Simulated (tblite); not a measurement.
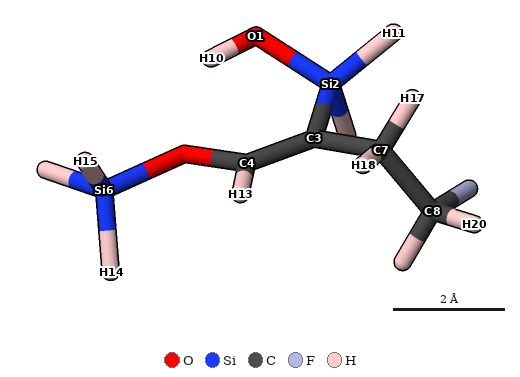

Fig. 1: The structure as given in the input (stick view, seen at a tilt; atoms are numbered from 1 in the order of the input).

Geometry relaxation of C4H11FO2Si2

The run: geometry relaxation of C4H11FO2Si2. Method and program: GFN2-xTB geometry optimisation, gas phase (tblite 0.8.0).

It belongs to a series of runs on one base structure; here: H on C replaced by OSiH3.

**Log**
```
step      E/eV     max force
  0    -832.08346    1.255
  1    -832.15545    0.872
  2    -832.18899    0.448
  3    -832.20573    0.362
  4    -832.22136    0.345
  5    -832.23105    0.325
  6    -832.24792    0.365
  7    -832.26265    0.293
  8    -832.27436    0.232
  9    -832.28162    0.203
 10    -832.28697    0.167
 11    -832.29140    0.183
 12    -832.29527    0.164
 13    -832.29827    0.172
 14    -832.30063    0.170
 15    -832.30302    0.121
 16    -832.30581    0.134
 17    -832.30872    0.124
 18    -832.31120    0.115
 19    -832.31311    0.094
 20    -832.31480    0.109
 21    -832.31679    0.118
 22    -832.31919    0.136
 23    -832.32158    0.133
 24    -832.32374    0.143
 25    -832.32593    0.128
 26    -832.32831    0.113
 27    -832.33042    0.110
 28    -832.33192    0.099
 29    -832.33314    0.094
 30    -832.33460    0.112
 31    -832.33648    0.143
 32    -832.33831    0.111
 33    -832.33949    0.061
 34    -832.34016    0.055
 35    -832.34073    0.061
 36    -832.34136    0.068
 37    -832.34193    0.056
 38    -832.34239    0.048
 39    -832.34281    0.047
 40    -832.34322    0.049
 41    -832.34360    0.044
 42    -832.34391    0.035
 43    -832.34416    0.042
 44    -832.34442    0.037
 45    -832.34466    0.035
 46    -832.34486    0.030
 47    -832.34501    0.025
 48    -832.34516    0.032
 49    -832.34536    0.038
 50    -832.34562    0.046
 51    -832.34589    0.038
 52    -832.34614    0.041
 53    -832.34637    0.046
 54    -832.34657    0.034
 55    -832.34673    0.027
 56    -832.34685    0.022
 57    -832.34695    0.025
 58    -832.34706    0.030
 59    -832.34717    0.028
 60    -832.34728    0.022
 61    -832.34738    0.023
 62    -832.34746    0.020
 63    -832.34753    0.019
 64    -832.34758    0.016
 65    -832.34763    0.016
 66    -832.34768    0.019
 67    -832.34773    0.018
 68    -832.34777    0.013
 69    -832.34780    0.014
 70    -832.34781    0.012
 71    -832.34784    0.013
 72    -832.34788    0.015
 73    -832.34792    0.012
 74    -832.34795    0.014
 75    -832.34798    0.013
 76    -832.34802    0.016
 77    -832.34807    0.016
 78    -832.34811    0.018
 79    -832.34816    0.017
 80    -832.34823    0.021
 81    -832.34830    0.022
 82    -832.34837    0.020
 83    -832.34842    0.015
 84    -832.34845    0.014
 85    -832.34849    0.016
 86    -832.34855    0.018
 87    -832.34862    0.019
 88    -832.34870    0.018
 89    -832.34875    0.016
 90    -832.34879    0.015
 91    -832.34886    0.023
 92    -832.34897    0.034
 93    -832.34913    0.035
 94    -832.34926    0.023
 95    -832.34934    0.014
 96    -832.34938    0.013
 97    -832.34944    0.019
 98    -832.34951    0.026
 99    -832.34959    0.022
100    -832.34964    0.016
101    -832.34967    0.012
102    -832.34970    0.012
103    -832.34972    0.012
104    -832.34974    0.010
105    -832.34975    0.010
```

**Trajectory as extended XYZ (Å, eV, eV/Å), 5 of the 106 frames kept, from step=0 to step=105**
```
20
Properties=species:S:1:pos:R:3:forces:R:3 step=0 energy=-832.08346
O     0.9185    2.7164    0.4889   -0.5750  -0.6990   0.2580
Si   -0.0690    1.6309    1.2658    0.7640   0.7710   0.6290
C    -0.4690    0.1899    0.1474   -0.1990  -0.4290  -0.7530
C     0.3392   -0.2435   -0.8376   -0.5960   0.3230   0.9950
O     1.5751    0.2850   -1.0839    0.2700  -0.4930  -0.6990
Si    2.5519   -0.3640   -2.2763    0.2360   0.1060   0.1420
C    -1.8444   -0.4349    0.3521    0.3480  -0.2040  -0.6470
C    -1.9013   -1.3821    1.5550   -0.2210   0.0160  -0.6950
F    -1.8518   -0.6755    2.7073    0.0770   0.2290   0.6000
H     1.4752    2.3071   -0.1767   -0.0070   0.1590   0.0540
H    -1.3129    2.3107    1.6859    0.3600  -0.0340  -0.2690
H     0.6618    1.1201    2.4624   -0.2000   0.1300  -0.3300
H     0.0490   -1.0759   -1.4634   -0.0210  -0.0880  -0.1680
H     2.8711   -1.7776   -1.9447   -0.1710   0.3550  -0.0410
H     1.8495   -0.3133   -3.5780    0.0510  -0.0060   0.2910
H     3.8104    0.4217   -2.3476   -0.6560  -0.0980   0.2930
H    -2.6069    0.3464    0.4677    0.2870  -0.1180   0.1560
H    -2.1248   -1.0122   -0.5413    0.1060  -0.0110   0.1530
H    -1.0807   -2.0998    1.5582    0.2310   0.0410  -0.0030
H    -2.8460   -1.9386    1.5559   -0.0810   0.0500   0.0360
20
Properties=species:S:1:pos:R:3:forces:R:3 step=26 energy=-832.32831
O     0.9579    2.6575    0.4637   -0.0320  -0.0010  -0.0450
Si    0.0049    1.5957    1.2425   -0.0040   0.0290   0.0760
C    -0.5488    0.1837    0.1063    0.0880   0.0700   0.0090
C     0.2314   -0.3010   -0.8529    0.0080  -0.0560   0.0110
O     1.4783    0.1616   -1.1140   -0.0080   0.0390   0.0140
Si    2.5439   -0.3561   -2.2332   -0.0350   0.0040  -0.0190
C    -1.8868   -0.4603    0.3191   -0.0040   0.0250  -0.0130
C    -1.8846   -1.3601    1.5456   -0.0030  -0.0140   0.0590
F    -1.7921   -0.6240    2.7012    0.0140   0.0050   0.0080
H     1.6008    2.3527   -0.1727   -0.0140  -0.0470   0.0220
H    -1.1568    2.4057    1.6027    0.0610  -0.0330  -0.0310
H     0.7231    1.0464    2.3983   -0.0420  -0.0230  -0.0560
H    -0.0944   -1.1126   -1.4956   -0.0290  -0.0680  -0.0790
H     2.9473   -1.7439   -1.9900    0.0060   0.0270   0.0530
H     1.9385   -0.3058   -3.5661    0.0100   0.0310  -0.0240
H     3.5871    0.6288   -2.0149    0.0380   0.0170   0.0120
H    -2.6620    0.2938    0.4480    0.0020   0.0920   0.0200
H    -2.1470   -1.0851   -0.5354   -0.0410  -0.0380  -0.0980
H    -1.0272   -2.0400    1.5312    0.0020  -0.0140   0.0410
H    -2.8186   -1.9264    1.6132   -0.0170  -0.0440   0.0410
20
Properties=species:S:1:pos:R:3:forces:R:3 step=52 energy=-832.34614
O     0.9818    2.5886    0.3998    0.0040   0.0010  -0.0190
Si    0.0241    1.5475    1.1981    0.0010   0.0140   0.0170
C    -0.5778    0.1460    0.0739    0.0080   0.0140   0.0150
C     0.1840   -0.3368   -0.9007   -0.0090   0.0110   0.0020
O     1.4210    0.1599   -1.1515   -0.0050  -0.0110  -0.0170
Si    2.5656   -0.2930   -2.2134    0.0100   0.0010  -0.0060
C    -1.9222   -0.4651    0.3361   -0.0080  -0.0100   0.0120
C    -1.8963   -1.3406    1.5846   -0.0090  -0.0260   0.0230
F    -1.7770   -0.5780    2.7211    0.0100   0.0230  -0.0170
H     1.6362    2.2442   -0.2040   -0.0030   0.0000  -0.0110
H    -1.1097    2.3860    1.5633    0.0010   0.0050   0.0110
H     0.7439    0.9649    2.3318   -0.0060  -0.0170   0.0130
H    -0.1356   -1.1412   -1.5592   -0.0010   0.0070  -0.0020
H     3.0050   -1.6632   -1.9397    0.0090   0.0000  -0.0020
H     2.0597   -0.2301   -3.5872    0.0030   0.0040   0.0100
H     3.5630    0.7213   -1.9091    0.0010  -0.0030  -0.0030
H    -2.6642    0.3197    0.4890    0.0020   0.0200  -0.0060
H    -2.2378   -1.0871   -0.5044    0.0090  -0.0240  -0.0060
H    -1.0424   -2.0247    1.5747    0.0240   0.0000  -0.0060
H    -2.8261   -1.9077    1.6938   -0.0400  -0.0090  -0.0060
20
Properties=species:S:1:pos:R:3:forces:R:3 step=79 energy=-832.34816
O     0.9890    2.5619    0.3968    0.0010   0.0030  -0.0040
Si    0.0316    1.5324    1.2112    0.0030   0.0000   0.0000
C    -0.5750    0.1385    0.0780    0.0070  -0.0070   0.0030
C     0.1795   -0.3270   -0.9111   -0.0070   0.0070  -0.0110
O     1.4138    0.1737   -1.1699   -0.0010  -0.0120  -0.0020
Si    2.5743   -0.2790   -2.2148   -0.0020   0.0050   0.0020
C    -1.9188   -0.4783    0.3339    0.0010  -0.0020  -0.0070
C    -1.9094   -1.3296    1.5992   -0.0040   0.0110   0.0070
F    -1.7806   -0.5418    2.7169    0.0050   0.0050   0.0150
H     1.5994    2.2035   -0.2445    0.0080   0.0100  -0.0030
H    -1.0900    2.3788    1.5946   -0.0070  -0.0070   0.0030
H     0.7561    0.9388    2.3364    0.0000  -0.0090   0.0080
H    -0.1468   -1.1205   -1.5795    0.0030  -0.0040   0.0010
H     3.0215   -1.6452   -1.9341    0.0000   0.0030   0.0030
H     2.0851   -0.2208   -3.5944   -0.0030   0.0000   0.0020
H     3.5617    0.7425   -1.9022    0.0020  -0.0010  -0.0030
H    -2.6655    0.3082    0.4559   -0.0030  -0.0060   0.0050
H    -2.2167   -1.1219   -0.4971    0.0030  -0.0010  -0.0160
H    -1.0640   -2.0253    1.6044   -0.0070   0.0100   0.0040
H    -2.8502   -1.8783    1.7171    0.0010  -0.0040  -0.0060
20
Properties=species:S:1:pos:R:3:forces:R:3 step=105 energy=-832.34975
O     0.9720    2.5556    0.4230    0.0010  -0.0030  -0.0020
Si    0.0463    1.4873    1.2242   -0.0030   0.0010   0.0020
C    -0.5683    0.1153    0.0685    0.0060   0.0040  -0.0020
C     0.1819   -0.3298   -0.9327    0.0030  -0.0010  -0.0030
O     1.4145    0.1791   -1.1846    0.0020  -0.0030  -0.0010
Si    2.5799   -0.2659   -2.2270   -0.0010   0.0050   0.0000
C    -1.9136   -0.4991    0.3189    0.0050   0.0030  -0.0010
C    -1.9318   -1.2888    1.6233   -0.0020   0.0000  -0.0020
F    -1.8343   -0.4484    2.7060    0.0000  -0.0030  -0.0030
H     1.5897    2.2315   -0.2290    0.0040  -0.0020   0.0000
H    -1.0753    2.3100    1.6534   -0.0010  -0.0010   0.0040
H     0.7993    0.8632    2.3149    0.0020   0.0030   0.0010
H    -0.1431   -1.1113   -1.6157   -0.0050  -0.0030   0.0030
H     3.0496   -1.6216   -1.9324   -0.0010   0.0030   0.0020
H     2.0833   -0.2311   -3.6049    0.0020   0.0000  -0.0010
H     3.5550    0.7730   -1.9315   -0.0090  -0.0040   0.0000
H    -2.6678    0.2872    0.3876    0.0000  -0.0020  -0.0030
H    -2.1865   -1.1799   -0.4912   -0.0020   0.0000   0.0040
H    -1.0837   -1.9782    1.6826    0.0000   0.0050   0.0050
H    -2.8723   -1.8372    1.7437   -0.0020  -0.0040  -0.0040
```

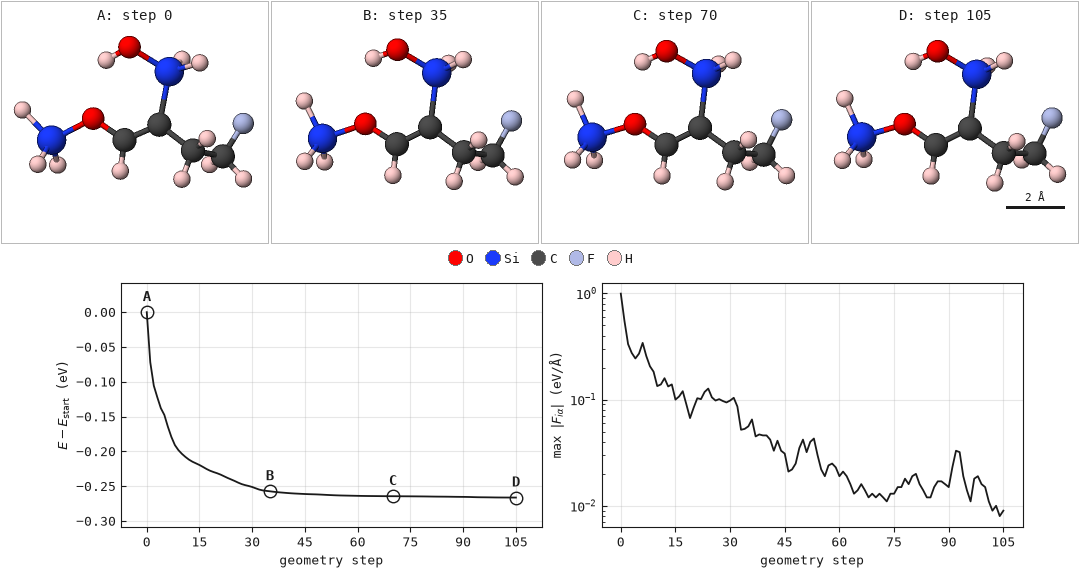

Fig. 2: Frames of the relaxation (ball-and-stick view, seen at a tilt) above the curves, on which the letters mark them (steps are counted from 0).

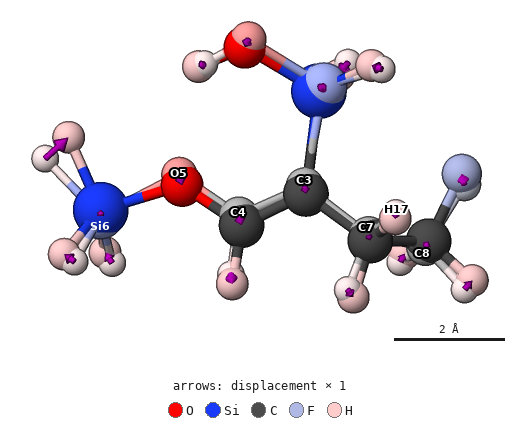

Fig. 3: Start (faint) and end (solid) with the displacements as pink arrows, at true length (ball-and-stick view, seen at a tilt). The two geometries are laid on each other by the best rigid fit. The energy falls by 0.266 eV in 105 geometry steps. Largest force component: 0.99 eV/Å at the start, 0.009 eV/Å at the end. H16 moves most after the best rigid fit: 0.60 Å. Largest moves by element: H 0.60 Å, F 0.23 Å, O 0.22 Å, C 0.20 Å, Si 0.19 Å. Among the contacts that change: O5–Si6 1.672 → 1.626 Å, O1–Si2 1.660 → 1.625 Å, Si2–C3 1.867 → 1.896 Å, Si2–H12 1.492 → 1.465 Å. Among the angles that change: C4–O5–Si6 120.4° → 131.9°, O5–Si6–H16 108.9° → 98.9°, O1–Si2–H11 109.4° → 102.3°. (Atoms are counted from 1 in the order of the input.)

This output came from the following input.

**Input**
```
{"job": {"kind": "relax", "xc": "GFN2-xTB", "basis": "xTB"}, "charge": 0, "multiplicity": 1}
O      0.918500     2.716400     0.488900
Si    -0.069000     1.630900     1.265800
C     -0.469000     0.189900     0.147400
C      0.339200    -0.243500    -0.837600
O      1.575100     0.285000    -1.083900
Si     2.551900    -0.364000    -2.276300
C     -1.844400    -0.434900     0.352100
C     -1.901300    -1.382100     1.555000
F     -1.851800    -0.675500     2.707300
H      1.475200     2.307100    -0.176700
H     -1.312900     2.310700     1.685900
H      0.661800     1.120100     2.462400
H      0.049000    -1.075900    -1.463400
H      2.871100    -1.777600    -1.944700
H      1.849500    -0.313300    -3.578000
H      3.810400     0.421700    -2.347600
H     -2.606900     0.346400     0.467700
H     -2.124800    -1.012200    -0.541300
H     -1.080700    -2.099800     1.558200
H     -2.846000    -1.938600     1.555900
```

The first line tells a small driver script what to run in tblite; the rest is the geometry in Å.

Launch command:
```bash
OMP_NUM_THREADS=1 python <driver script> task.json out
```

**Key numbers**

- outcome: converged
- total energy: −832.3498 eV
- hardware: 1 CPU thread, shared host
- wall time: 0.92 s
- peak memory: 0.18 GiB
